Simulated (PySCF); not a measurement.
# F$_{3}$HOSi, SMILES `O[Si](F)(F)F`: electronic structure

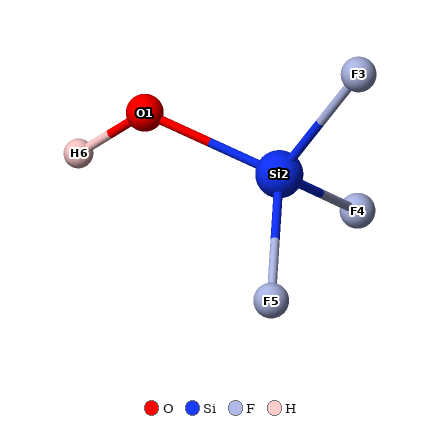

The molecule, with its atoms numbered as below. No frequency check shows the geometry to be a minimum.

Coordinates in Å:

```
O1      -1.6054   -0.0359    0.0015
Si2     -0.0179    0.0051    0.0000
F3       0.4220    1.5127   -0.0033
F4       0.6336   -0.7007   -1.2554
F5       0.6360   -0.6956    1.2570
H6      -2.1300   -0.8323    0.0023
```

## 1. Bonding charge

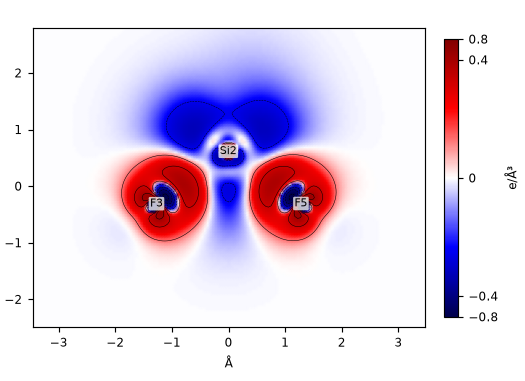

Deformation density (molecule less spherical, spin-averaged free atoms) in the plane of Si2, F3 and F5; colour scale in e/Å³, logarithmic beyond ±0.1; red: gain, blue: loss.

Level of theory: PBE/def2-TZVP (PySCF), at a geometry from GFN2-xTB.

> Describe the bonding that the map shows.

Si2–F3: +0.11 e/Å³ at the bond critical point (bond length 1.57 Å, Mayer order 1.2); up to 0.6 Å beside the axis the gain reaches +0.35 e/Å³. Si2–F5: +0.10 e/Å³ at the bond critical point (bond length 1.58 Å, Mayer order 1.2); up to 0.6 Å beside the axis the gain reaches +0.34 e/Å³. In all, 1.3 electrons gather in the regions of gain relative to the promolecule. A small or negative value marks a very polar bond, one between electron-rich atoms, whose free-atom densities already overlap strongly, a long bond to a heavier atom, or a closed-shell contact such as a hydrogen bond.

> Where do the Hirshfeld charges lie?

The highest Hirshfeld charge is on Si2 (+0.58 e), the lowest on O1 (−0.26 e).

```tsv
atom	charge (e)
O1	−0.26
Si2	+0.58
F3	−0.16
F4	−0.17
F5	−0.17
H6	+0.20
```

## 2. Bond critical points

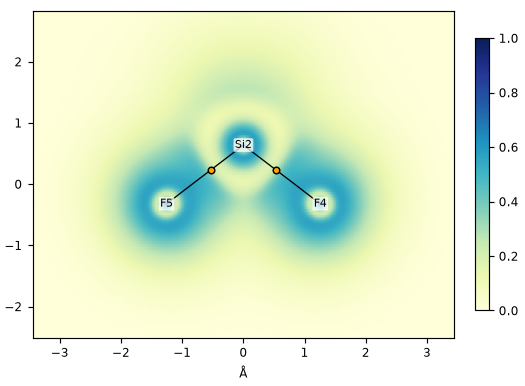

Localised orbital locator (LOL) in the plane of Si2, F4 and F5, with bond paths and bond critical points (dots).

> Rank the bonds in the plane by LOL at their critical points.

Si2–F4 and Si2–F5: about 0.28. Values above 0.5 mark slow, localised electrons, as in shared pairs; low values at a critical point mark a polar or closed-shell contact whose critical point lies between the shells.

> Where along Si2–F4 does the critical point lie?

0.67 Å from Si2 and 0.92 Å from F4.

## 3. Electrostatic potential

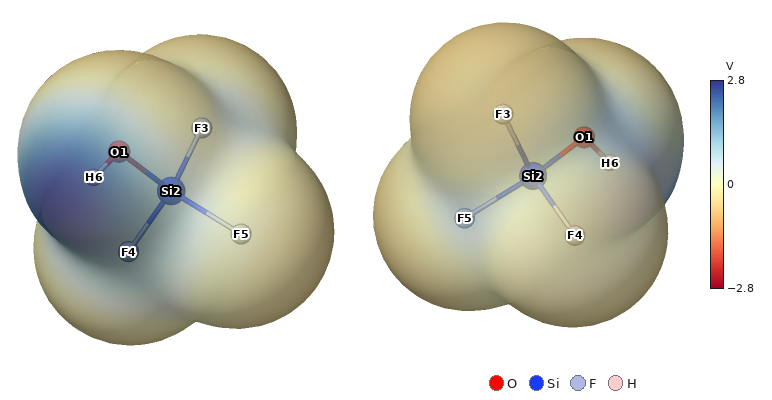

Electrostatic potential on the surface of electron density 0.001 a.u. (back view left, front view right).

> Where are the extremes of the potential on the surface?

Highest: 2.80 V, 1.2 Å from H6. Further maxima include 0.84 V, off the Si2–F4 bond (2.0 to 2.1 Å from its atoms), and at like points elsewhere; 0.74 V, off the Si2–F3 bond (2.0 to 2.1 Å from its atoms). Lowest: −0.58 V, 1.6 Å from F3. The surface is sampled at points, so like sites can differ by a few per cent and only the strongest of them is named.

## 4. In an electric field

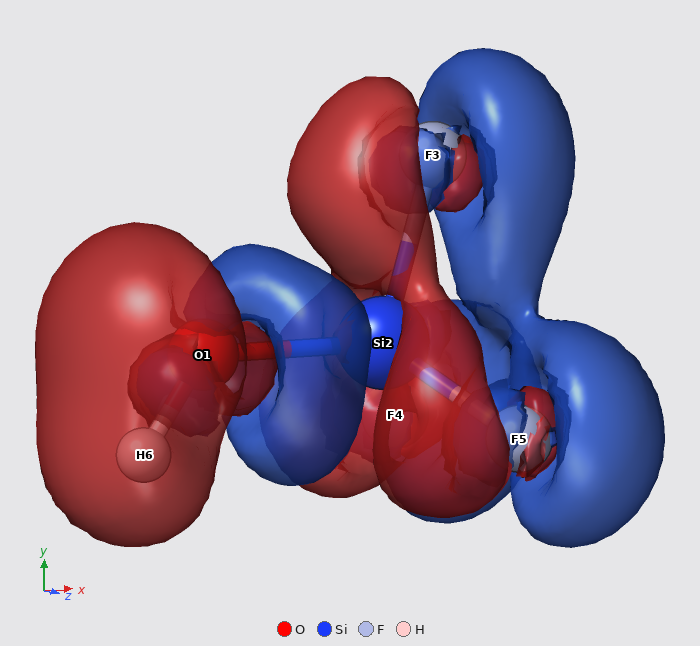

Change of the electron density in a uniform field of 0.21 V/Å, surfaces at ±0.001 e/Å³ (red: gain, blue: loss).

Level of theory: PBE/def2-TZVP (PySCF), at a geometry from GFN2-xTB. A basis without diffuse functions makes polarisabilities too small.

> Along which Cartesian direction does the field point?

Along +x: electrons gather on the −x side, against the field.

> How large is the response?

The induced dipole is 0.27 D (along the field); α along this axis, from the fields in both directions, is 27 bohr³ (4.0 Å³).

> Which atoms gain and lose the most charge?

Electrons gather most on O1 (Hirshfeld charge changes by −0.006 e) and leave F4 and F5 alike most (+0.004 e); 0.030 electrons are displaced in all.

## 5. Removing or adding an electron

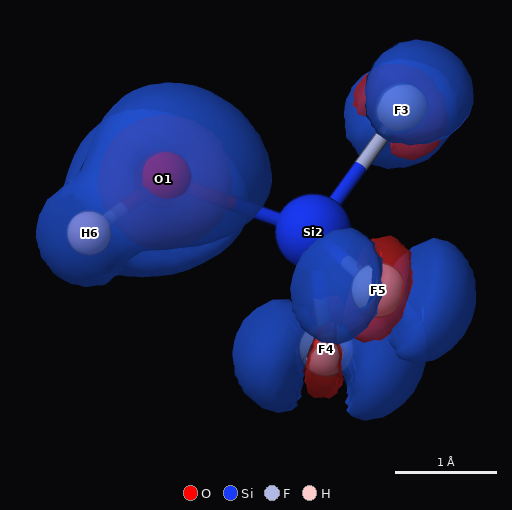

Fukui function f⁻ = ρ(N) − ρ(N−1) at fixed geometry, surfaces at ±0.03 e/Å³ (blue positive, red negative).

PySCF calculation, PBE/def2-TZVP, gas phase; geometry: GFN2-xTB.

> Which atoms respond most to the removal of an electron?

f⁻ (Hirshfeld-condensed) is largest on O1 (0.29), Si2 (0.16) and F4 and F5 (0.16 each); the vertical ionisation energy is 12.97 eV (the stability of the cation's solution wasn't checked). Condensed values hint at sites of electrophilic attack but needn't mark the atom that reacts. Orbital relaxation makes it negative in places (0.14 e in all).
